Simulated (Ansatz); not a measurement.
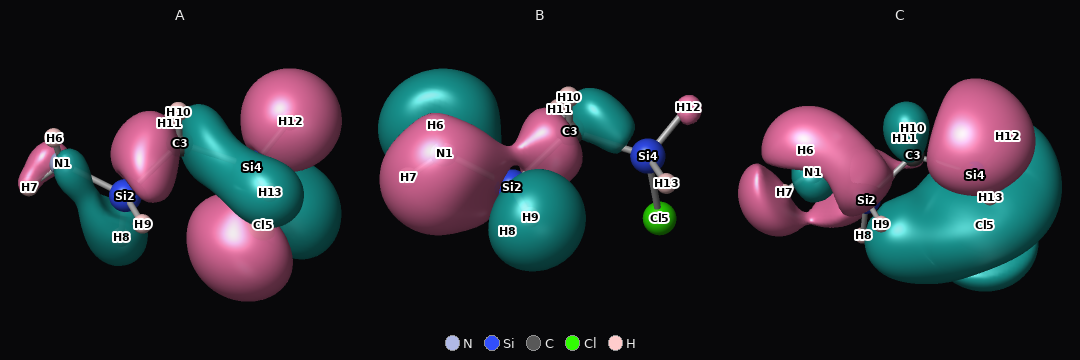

*CH8ClNSi2 (SMILES N[SiH2]C[SiH2]Cl). Three frontier orbitals at ±0.05 Å⁻³ᐟ² (teal and pink are the two phases), in no order.*

Level of theory: RKS revPBE/def2-mTZVP in Ansatz 0.2.0.

The calculation's input:

```
crystal:
  periodic: [false, false, false]
  atoms:
    - { symbol: "N", position_ang: [-0.2278, 2.1953, 0.9416] }
    - { symbol: Si, position_ang: [-0.6484, 0.6878, 0.3359] }
    - { symbol: C, position_ang: [0.8407, -0.1568, -0.2568] }
    - { symbol: Si, position_ang: [0.4368, -1.8216, -0.8078] }
    - { symbol: Cl, position_ang: [-0.5159, -1.778, -2.6708] }
    - { symbol: H, position_ang: [0.1954, 2.1835, 1.8266] }
    - { symbol: H, position_ang: [-1.1152, 2.7455, 1.1164] }
    - { symbol: H, position_ang: [-1.6052, 0.9119, -0.7361] }
    - { symbol: H, position_ang: [-1.2614, 0.0135, 1.5252] }
    - { symbol: H, position_ang: [1.6028, -0.2377, 0.5954] }
    - { symbol: H, position_ang: [1.3529, 0.3961, -1.0292] }
    - { symbol: H, position_ang: [1.5819, -2.6846, -0.941] }
    - { symbol: H, position_ang: [-0.6161, -2.4896, 0.1154] }
basis:
  gaussian: { orbitals: def2-mTZVP }
hamiltonian:
  xc: revpbe
relax:
  f_tol: 0.015
  max_steps: 40
output:
  orbitals: {}
```

Run with:

```sh
ansatz run input.yaml --threads 2 --pin off --max-ram 3072MiB --backend cpu --events-out ev --progress --plain --runs-dir out
```

The fields are those of the relaxed geometry.

> Which picture is the HOMO−1, the HOMO and the LUMO?

A is the HOMO−1 (−7.25 eV). Its weight (Hirshfeld) is mainly on Cl5 (about 60 %), H12 (about 10 %) and Si4 (about 10 %). B is the HOMO (−5.97 eV). It lies mainly on N1 (about 65 %) and H9 (about 10 %). C is the LUMO (−0.51 eV). Its weight (Hirshfeld) is mainly on Si4 (about 40 %), Cl5 (about 20 %) and Si2 (about 10 %).

> What is the HOMO–LUMO gap?

5.46 eV between the orbital energies.
